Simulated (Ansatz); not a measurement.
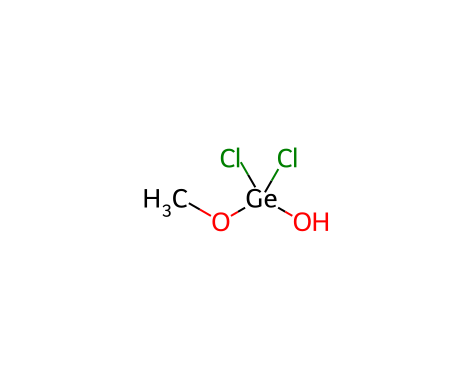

The picture comes from a calculation with Ansatz.

A structural formula.

Question: Write the SMILES.

Answer: C[O][Ge]([OH])([Cl])[Cl]

Question: What is the molecular formula?

Answer: CH4Cl2GeO2.
